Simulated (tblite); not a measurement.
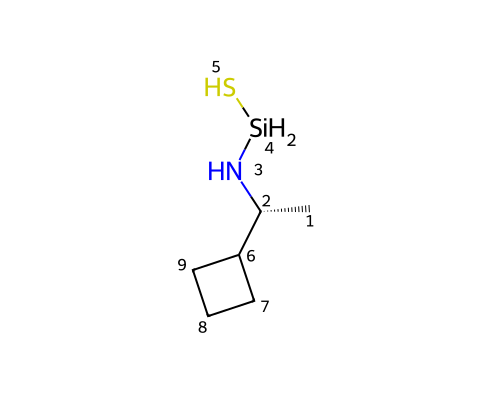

A structural formula, with wedges where it has stereocentres; small numbers name the atoms. The configuration is that of a computed structure (GFN2-xTB).

> Give the R/S and E/Z labels.

C2: R.

> Give a SMILES with the stereochemistry.

C[C@@H](N[SiH2]S)C1CCC1
